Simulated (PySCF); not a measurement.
# H2S, SMILES `S`: electronic structure

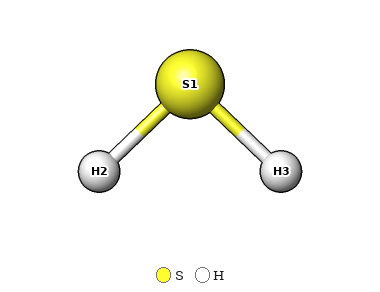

The molecule, with its atoms numbered as below. No frequency check shows the geometry to be a minimum.

Cartesian coordinates (Å):

```
S1       0.0000   -0.1021    0.0000
H2       0.9574    0.8165    0.0000
H3      -0.9574    0.8166    0.0000
```

Part 1: Bonding charge

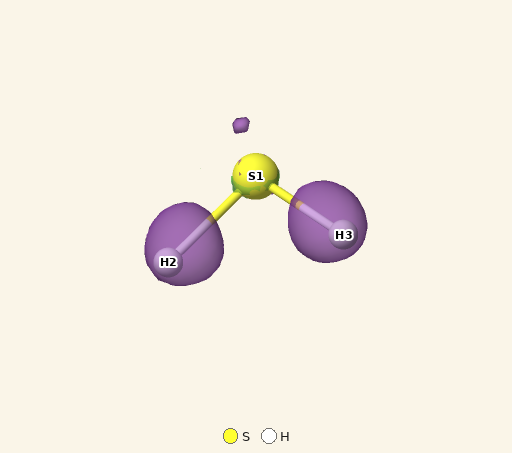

Deformation density (molecule less spherical, spin-averaged free atoms at the same positions), surfaces at ±0.2 e/Å³; purple: gain, green: loss.

Level of theory: ωB97X/def2-TZVP (PySCF), at a geometry from GFN2-xTB.

> Describe the bonding that the map shows.

S1–H2 and S1–H3: +0.46 e/Å³ at the bond critical point (bond length 1.33 Å, Mayer order 1.0). In all, 0.7 electrons gather in the regions of gain relative to the promolecule.

> Where do the Hirshfeld charges lie?

The highest Hirshfeld charge is on H2 and H3 (+0.05 e), the lowest on S1 (−0.11 e).

```csv
atom,charge (e)
S1,−0.11
H2,+0.05
H3,+0.05
```

Part 2: Bond critical points

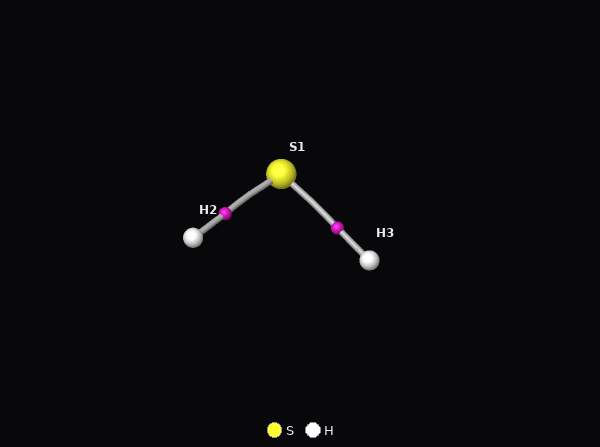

Molecular graph of the electron density (QTAIM): bond paths, bond critical points (magenta), ring points (cyan, if any); weak paths are dashed.

> How many critical points of each kind are there, and does the count close?

3 nuclei, 2 bond, 0 ring and 0 cage critical points: 3 − 2 + 0 − 0 = 1, as the Poincaré–Hopf relation requires.

> What does the calculation give at each kind of bond critical point?

```json
{"bond": "S1–H2 (2 alike)", "length (Å)": "1.327", "ρ (a.u.)": "0.223", "∇²ρ (a.u.)": "−0.68", "ε": "0.12", "H (a.u.)": "−0.223"}
```

> What kind of interaction is S1–H2?

Shared-shell (covalent): ρ = 0.223, ∇²ρ = −0.68, H = −0.223 a.u.

Part 3: Local ionisation energy

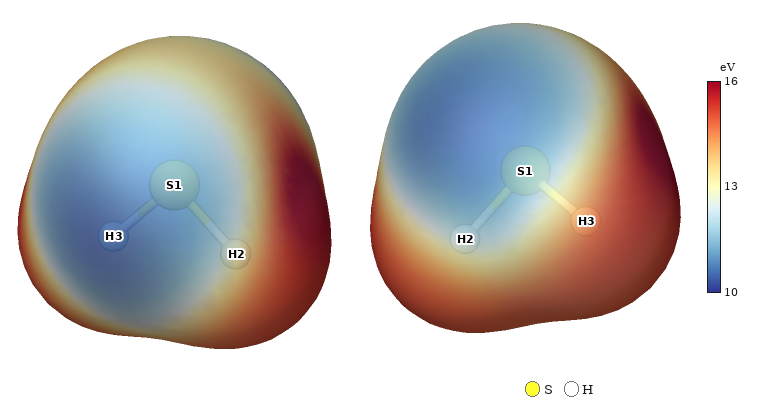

Average local ionisation energy on the surface of electron density 0.001 a.u. (back view left, front view right).

> Where are the most loosely bound electrons on this surface?

The lowest value is 10.5 eV, 2.3 Å from S1, and at like points elsewhere. For comparison, the highest occupied orbital lies at −10.0 eV.

> What volume does the surface enclose, and what is the dipole moment?

About 48 Å³; the dipole moment is 1.2 D.

Part 4: In an electric field

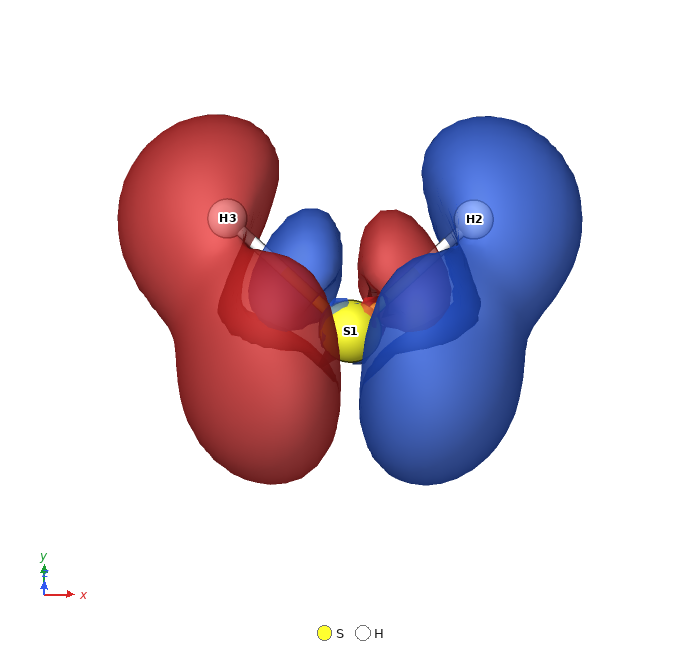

Change of the electron density in a uniform field of 0.21 V/Å, surfaces at ±0.0015 e/Å³ (red: gain, blue: loss).

Computed with PySCF, ωB97X/def2-TZVP, geometry: GFN2-xTB. A basis without diffuse functions makes polarisabilities too small.

> Along which Cartesian direction does the field point?

Along +x: electrons gather on the −x side, against the field.

> How large is the response?

The induced dipole is 0.20 D (along the field); α along this axis, from the fields in both directions, is 20 bohr³ (2.9 Å³).

> Which atoms gain and lose the most charge?

Electrons gather most on H3 (Hirshfeld charge changes by −0.008 e) and leave H2 most (+0.008 e); 0.023 electrons are displaced in all.

Part 5: Removing or adding an electron

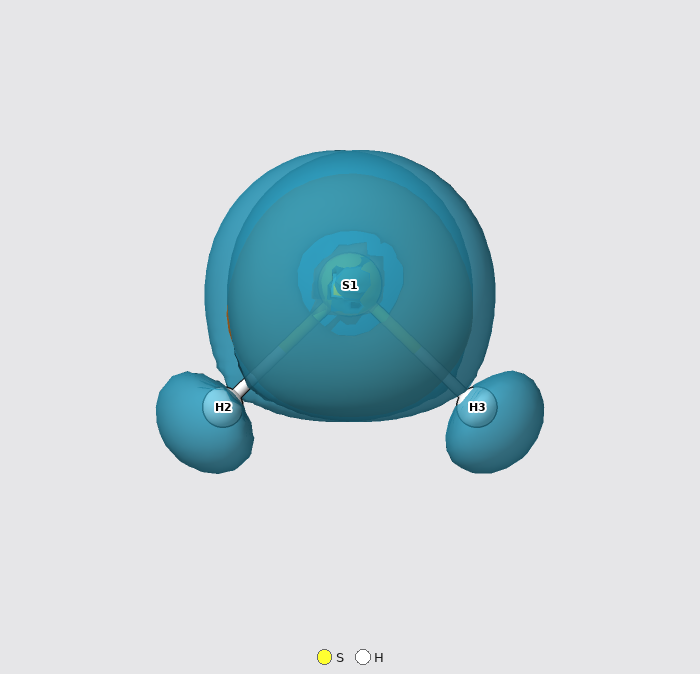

Fukui function f⁻ = ρ(N) − ρ(N−1) at fixed geometry, surfaces at ±0.04 e/Å³ (light blue positive, orange negative).

Method: ωB97X/def2-TZVP; geometry: GFN2-xTB; program: PySCF.

> On which atoms does the density change most on removal of an electron?

f⁻ (Hirshfeld-condensed) is largest on S1 (0.76); the vertical ionisation energy is 10.41 eV. Condensed values hint at sites of electrophilic attack but needn't mark the atom that reacts. Orbital relaxation makes it negative in places (0.10 e in all).
